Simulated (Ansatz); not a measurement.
TiPNH$_{5}$Cl$_{3}$: several calculations on one system

### Relaxation

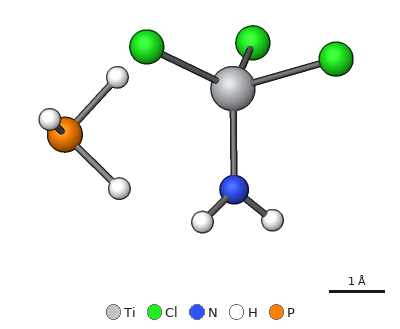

TiPNH5Cl3, before the relaxation. Style: ball-and-stick. Shown at a tilt.

The run prepares an end point of a later path (reaction) calculation, from a guessed geometry.

The calculation used RKS PBE/def2-SVP in Ansatz.

Input file:
```yaml
crystal:
  periodic: [false, false, false]
  atoms:
    - { symbol: Ti, position_ang: [-0.043208, -0.028169, 0.060536] }
    - { symbol: Cl, position_ang: [-0.353067, 0.144592, 2.36508] }
    - { symbol: Cl, position_ang: [1.924335, 0.174984, -0.903234] }
    - { symbol: Cl, position_ang: [-1.203037, 1.697096, -0.649482] }
    - { symbol: "N", position_ang: [-0.960476, -1.477717, -0.629858] }
    - { symbol: H, position_ang: [-1.926972, -1.716515, -0.358756] }
    - { symbol: H, position_ang: [-0.639108, -2.056709, -1.418982] }
    - { symbol: P, position_ang: [1.838244, -2.854048, 1.358908] }
    - { symbol: H, position_ang: [0.567302, -3.014185, 0.703521] }
    - { symbol: H, position_ang: [2.470432, -2.338669, 0.176411] }
    - { symbol: H, position_ang: [1.505955, -1.559259, 1.862655] }
basis:
  gaussian: { orbitals: def2-SVP }
hamiltonian:
  xc: pbe
relax:
  f_tol: 0.03
  max_steps: 50
```

Run as
```bash
ansatz run input.yaml --threads 4 --pin off --max-ram 5120MiB --backend cpu --events-out ev --progress --plain --runs-dir out
```

### Where does the relaxation end?

After 13 geometry steps the energy has fallen by 28.1 kJ/mol. The largest force component goes from 1.2 to 0.012 eV/Å. The forces were under the threshold at step 6, but the run went on from there. The largest move after the best rigid fit is that of H11, 0.89 Å. Largest moves by element: H 0.89 Å, P 0.51 Å, Cl 0.50 Å, Ti 0.46 Å, N 0.20 Å. Some distances before and after: Ti1–H11 2.827 → 4.071 Å, Ti1–Cl2 2.332 → 2.198 Å, P8–H11 1.429 → 1.441 Å, Ti1–Cl3 2.200 → 2.195 Å. Among the angles between lasting bonds that change: Cl2–Ti1–Cl3 123.0° → 115.0°, Cl2–Ti1–Cl4 101.0° → 109.0°, Cl3–Ti1–Cl4 105.0° → 110.0°.

Step by step:

```csv
step,"E − E(0), kJ/mol","largest force component, eV/Å"
0,0.00,1.1501
1,-18.22,0.3619
2,-24.51,0.3855
3,-26.98,0.1007
4,-27.31,0.2155
5,-27.67,0.0747
6,-27.83,0.0228
7,-27.87,0.1219
8,-27.91,0.0650
9,-27.96,0.0106
10,-28.00,0.0718
11,-28.03,0.0556
12,-28.04,0.0198
13,-28.06,0.0121
```

Final geometry:

```xyz
11

Ti   -0.2729    0.3137   -0.1490
Cl   -0.2752    0.3942    2.0471
Cl    1.7141    0.3885   -1.0778
Cl   -1.5287    1.9469   -0.9277
N    -1.0364   -1.2966   -0.6413
H    -1.8092   -1.7533   -0.1413
H    -0.7726   -1.8249   -1.4819
P     2.0377   -3.3265    1.4007
H     0.8130   -3.2050    0.6476
H     2.6970   -2.3573    0.5620
H     1.6137   -2.3083    2.3284
```

After the run, drawn alike:

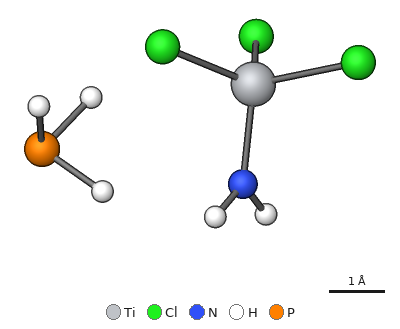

Limits of the set-up: the start holds two separate molecules, 2.5 Å apart at their closest, whose relative position is a soft coordinate and is computed without a dispersion correction.

### Relaxation

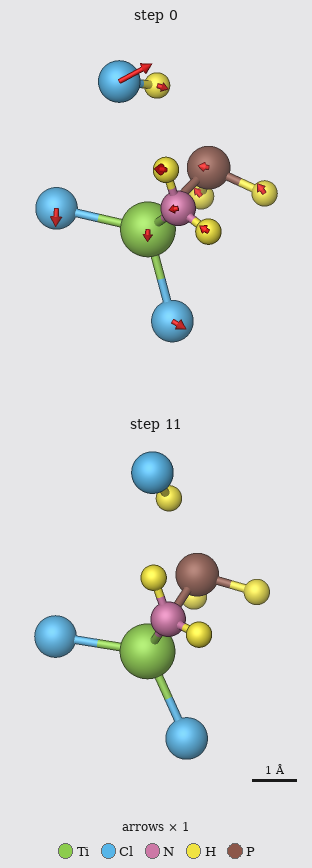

The structure of TiPNH5Cl3 before (top) and after (bottom) a relaxation, at one scale. The red arrows give the displacements, at their true length.

The picture is a ball-and-stick view, seen from a free direction.

The run prepares an end point of a later path (reaction) calculation, from a guessed geometry.

Level of theory: RKS PBE/def2-SVP (Ansatz). Set-up: no spin polarisation; force threshold 0.03 eV/Å; at most 50 steps.

Question: Summarise the run.

Answer: A Cl atom moves most after the best rigid fit: 0.87 Å. By element the largest moves are Cl 0.87 Å, H 0.37 Å, Ti 0.30 Å, P 0.27 Å, N 0.24 Å. Near-neighbour distances that change, for instance: Cl–Ti 3.579 → 4.239 Å, P–Ti 2.428 → 2.461 Å, N–Ti 1.845 → 1.836 Å, Cl–Ti 2.202 → 2.195 Å. Among the angles between lasting bonds that change: Cl–Ti–N 120.6° → 113.9°, Cl–Ti–Cl 114.2° → 119.8°, N–Ti–P 98.9° → 93.7°. The energy falls by 3.08 kcal/mol in 10 accepted moves (11 points after the start). Largest force component: 0.56 eV/Å at the start, 0.028 eV/Å at the end. The line search rejected the trial step at point 5 of the run.

Limits of the set-up: the start holds two separate molecules, 2.5 Å apart at their closest, whose relative position is a soft coordinate and is computed without a dispersion correction.

### Path

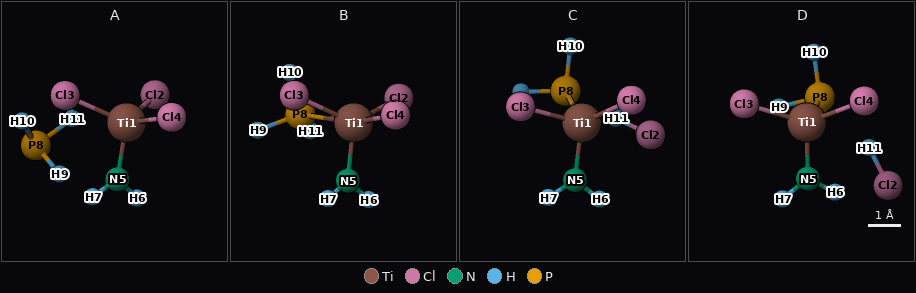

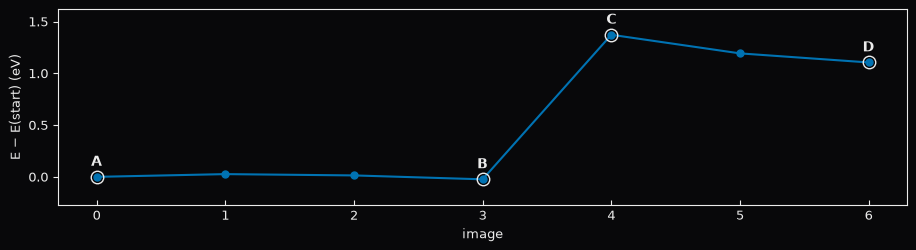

A nudged-elastic-band calculation for TiPNH5Cl3, made up at the start of TiNH₂Cl₃ and PH$_{3}$. Images are numbered from 0 (start) to 6 (end). Frames A to D are images 0, 3, 4, 6. Style: ball-and-stick. Shown from a free direction.

Computed with RKS PBE/def2-SVP (Ansatz). Run with 5 movable images; climbing image; force threshold 0.05 eV/Å; iteration limit 60; starting path through a guess of the saddle point.

Q: What happens along the path, and what is the barrier?

A: The highest point, image 4, lies 1.37 eV above the start and 0.27 eV above the end; the end is at +1.11 eV relative to the start. Image 3 lies below both ends, at −0.02 eV, which points to an intermediate minimum that so few images don't resolve. The path has more than one stage, and so few images may leave a stage unresolved. Breaking: P8–H11 (1.44 → 1.83 at the top → 2.28 Å), Ti1–Cl2 (2.20 → 2.83 at the top → 4.24 Å). Forming: Cl2–H11 (3.31 → 1.46 at the top → 1.34 Å), Ti1–P8 (4.58 → 2.55 at the top → 2.46 Å). The band converged in 55 iterations. The largest component of the band force went from 6.1 to 0.037 eV/Å. The climbing image converged on the top of the path. Its vibrational analysis gives one imaginary mode (203i cm⁻¹), as a transition state must have.

Limits of the set-up: the start holds two separate molecules, 3.0 Å apart at their closest, whose relative position is a soft coordinate and is computed without a dispersion correction.

The run took 11 min on 4 threads of Arm Neoverse V1 (shared host), peak memory 0.25 GiB.
